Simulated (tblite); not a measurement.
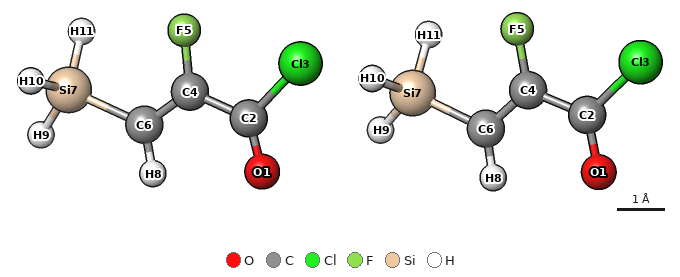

Two geometries of C3H4ClFOSi, drawn at one scale. One is the start of a relaxation, the other its converged end. A ball-and-stick model, seen at a tilt.

These are results of tblite 0.8.0, GFN2-xTB geometry optimisation, gas phase, not measurements. 

Which of the two is the end point?

Answer. The left one is the relaxed one. The energy falls by 0.385 eV in 42 geometry steps. The atom that moves furthest after the best rigid fit is H11 (0.19 Å). By element the largest moves are H 0.19 Å, F 0.16 Å, Si 0.12 Å, C 0.09 Å, O 0.09 Å, Cl 0.03 Å. Near-neighbour distances that change, for instance: O1–C2 1.271 → 1.192 Å, C6–Si7 1.844 → 1.894 Å, Si7–H10 1.492 → 1.463 Å, C2–C4 1.457 → 1.470 Å. Bond angles that change, for instance: C4–C6–H8 123.1° → 115.6°, C4–C6–Si7 115.9° → 123.3°, C6–Si7–H9 112.3° → 106.2°.
